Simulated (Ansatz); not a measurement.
## Single-point calculation, with input and output: B2SiH4 (charge +1)

System: B2SiH4, charge +1, multiplicity 2.
Method: UKS wB97/def2-TZVPD (Ansatz 0.2.0).

Some settings of this run were made unusual or wrong on purpose. The geometry comes from this level: PBE0-D4/def2-TZVP.

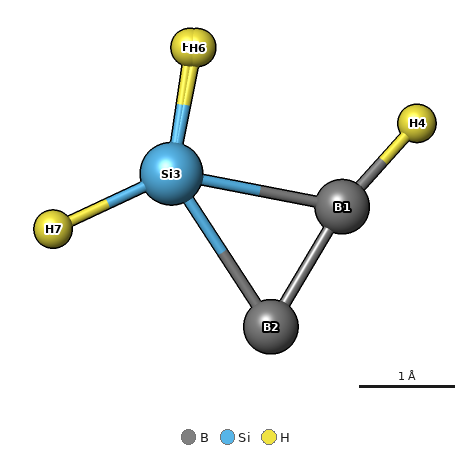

Figure 1. The input geometry (ball-and-stick view, seen at a tilt; atoms are numbered from 1 in the order of the input). Bond lengths as drawn: B–B 1.49 Å, B–H 1.25 Å, B–Si 1.87 to 1.93 Å, H–H 0.07 Å and H–Si 1.34 to 1.41 Å.

Input:
```yaml
crystal:
  periodic: [false, false, false]
  atoms:
    - {symbol: B, position_ang: [-1.016714, -0.104573, -0.564451]}
    - {symbol: B, position_ang: [0.299093, -0.725153, -0.884137]}
    - {symbol: Si, position_ang: [0.302356, 0.447527, 0.646685]}
    - {symbol: H, position_ang: [-2.237870, 0.124281, -0.398977]}
    - {symbol: H, position_ang: [-0.524757, 1.319914, 1.248187]}
    - {symbol: H, position_ang: [-0.574757, 1.319914, 1.198187]}
    - {symbol: H, position_ang: [1.664674, 0.333018, 1.005085]}
basis:
  gaussian: {orbitals: def2-TZVPD, nuclear_model: gaussian}
total_charge: 1
magnetization: {spin_polarized: true, initial_magnetization: 1}
hamiltonian: {xc: {name: wB97}}
accuracy: high
scf: {lower_state_search: full}
```

Run on 2 threads of Arm Neoverse V2, 23 GiB of memory available, shared host.

Launch command:
```bash
ansatz run in.yaml --threads 2 --pin off --events-out ev --progress --plain --max-ram 4352MiB
```

What the program printed:
```
Functional definition: wB97
  name "wB97"
  cite "Chai & Head-Gordon, J. Chem. Phys. 128, 084106 (2008) doi:10.1063/1.2834918"
  cite "Becke, J. Chem. Phys. 107, 8554 (1997) doi:10.1063/1.475007"
  parameter omega = 0.4/bohr
  parameter cx1 = 1.13116
  parameter cx2 = -2.74915
  parameter cx3 = 12.0900
  parameter cx4 = -5.71642
  parameter css1 = -2.55352
  parameter css2 = 11.8926
  parameter css3 = -26.9452
  parameter css4 = 17.0927
  parameter cos1 = 3.99051
  parameter cos2 = -17.0066
  parameter cos3 = 1.07292
  parameter cos4 = 8.88211
  # The coefficients of nought are those of the uniform gas.
  exchange = spin_sum(e_x_unif_sr(omega)*poly(b97_u_x, 1, cx1, cx2, cx3, cx4)) + exact_x_lr(omega)
  correlation = spin_sum(e_c_pw_same_spin*poly(b97_u_same, 1, css1, css2, css3, css4))
      + integral(e_c_pw_opposite_spin*poly(b97_u_opposite, 1, cos1, cos2, cos3, cos4))
2400 factors; integrals over basis functions are off by at most 3.7e-9 eV
726 factors; integrals over basis functions are off by at most 2.0e-9 eV
mean field evaluation 1: about -9115.0095 eV, gradient 2.4e1 eV
mean field evaluation 2: about -9115.0194 eV, gradient 2.4e1 eV
mean field evaluation 4: about -9118.7434 eV, gradient 2.7e0 eV
mean field evaluation 8: about -9118.8648 eV, gradient 3.2e-1 eV
mean field evaluation 16: about -9118.8740 eV, gradient 1.8e-2 eV
mean field evaluation 32: about -9118.8741 eV, gradient 6.2e-6 eV
mean field evaluation 64: about -9118.8740 eV, gradient 2.1e-2 eV
mean field evaluation 96: about -9077.2252 eV, gradient 1.0e2 eV
mean field -9118.87408841 eV, -335.1124417541 hartree, gradient 6.1e-8 eV, S^2 0.768597; 4 other end points of the search recorded, 1 dependent functions left out
reference -9118.87408700 eV, -335.1124417023 hartree; 14, 13 occupied and 138, 139 virtual orbitals, 2400 factors
Total energy: -9118.87408700 eV, -335.1124417023 hartree
```

What the run reported:

```tsv
quantity	value
outcome	converged
total energy	−9118.8741 eV
⟨S²⟩	0.769
SCF solution under orbital rotations	stable
wall time	76 s (CPU time 2.5 min)
peak memory	1.1 GiB
```

What went wrong:

The input was spoiled on purpose: two atoms are placed far too close. The program still converged, but the numbers can't be taken as results for the intended system.
